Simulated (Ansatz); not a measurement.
# CHNSe (SMILES N=C=[Se]): what the fields show

Input

```
crystal:
  periodic: [false, false, false]
  atoms:
    - {symbol: N, position_ang: [-0.418413, 0.463381, -0.563075]}
    - {symbol: C, position_ang: [0.334675, -0.176739, 0.102537]}
    - {symbol: Se, position_ang: [1.527334, -1.062856, 0.954396]}
    - {symbol: H, position_ang: [-1.388096, 0.715915, -0.514160]}
basis:
  gaussian: {orbitals: def2-TZVPP}
hamiltonian: {xc: pbe0, dispersion: d4}
output: {orbitals: {seedname: orbitals}}
```

Command:

```sh
ansatz run in.yaml --threads 2 --pin off --events-out ev --progress --plain --max-ram 4352MiB
```

Geometry: PBE0-D4/def2-TZVP.

Theory: Ansatz 0.2.0, RKS PBE0-D4/def2-TZVPP.

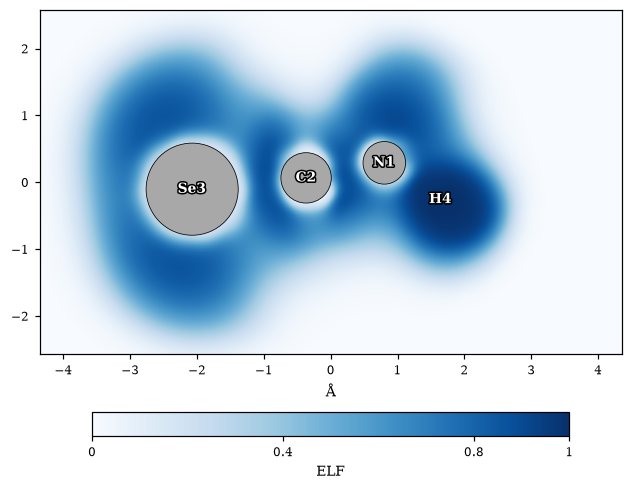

Figure 1. ELF on the molecular plane. Grey discs cover the atomic cores.

> Read the bonding off the picture.

- The plane passes through N, C, Se and H nuclei.
- C–N (1.19 Å): the ELF peaks at about 0.85 between the atoms; a short, multiple covalent bond.
- C–Se (1.71 Å): the ELF peaks at about 0.85 between the atoms; localised, covalent bonding.
- N–H (1.00 Å): the ELF climbs to about 1 towards the hydrogen, as it does in any bond to H (an ordinary covalent bond to hydrogen).
- The ELF also peaks beside Se3 and N1, away from the bonds: lone-pair regions.

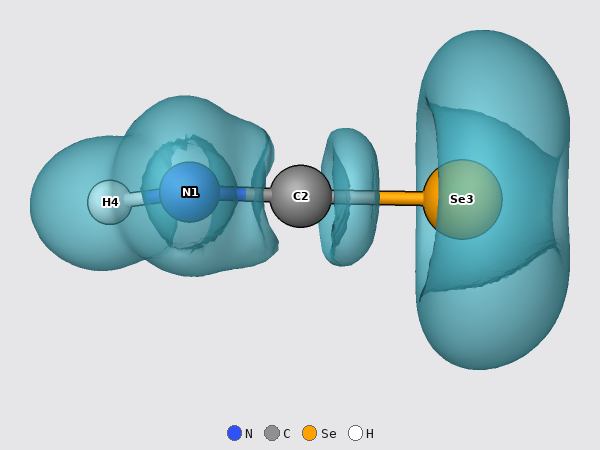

Figure 2. Isosurface of the electron localisation function at 0.75 (cyan), seen from one side. Core shells and regions of very low density are left out.

> Where are the electrons localised?

The ELF exceeds this value in one region between bonded C–Se atoms (shared pairs), one ring or bowl of non-bonding electrons around Se and one joined region spread over several atoms (H, N), in which their bonds and any lone pairs are merged.

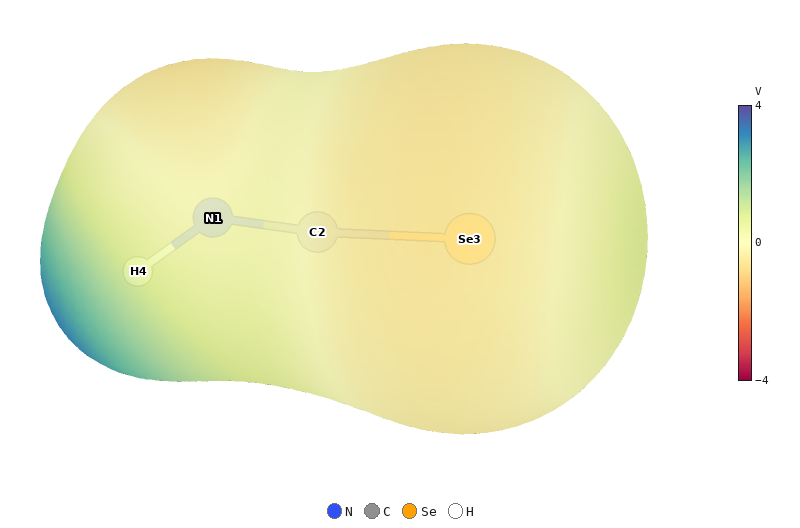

Figure 3. The molecular electrostatic potential painted on the density surface at 0.002 e/bohr³, seen at a tilt; the colour scale runs from red (negative) to blue (positive).

> Describe the electrostatic potential map.

The most negative region (about −0.6 V, or −14 kcal/mol for a unit charge) lies over N1 and Se3, the most positive (about +3.1 V, or +71 kcal/mol for a unit charge) over H4.

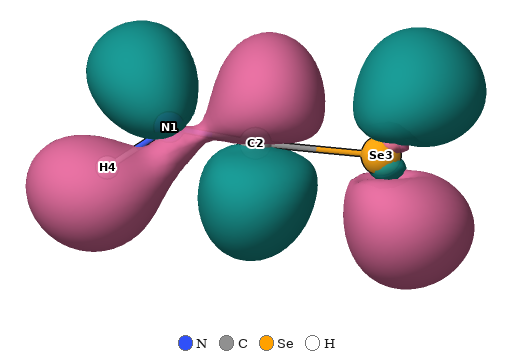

Figure 4. The LUMO at ±0.1 Å⁻³ᐟ² (teal and pink are the two phases), seen across its widest extent.

> What is the character of this orbital?

Its weight (Hirshfeld) is mainly on C2 (about 35 %), Se3 (about 30 %), N1 (about 20 %) and H4 (about 10 %); it is symmetric in the molecular plane (an in-plane orbital: σ, lone-pair or in-plane π type). Its energy is −1.22 eV.
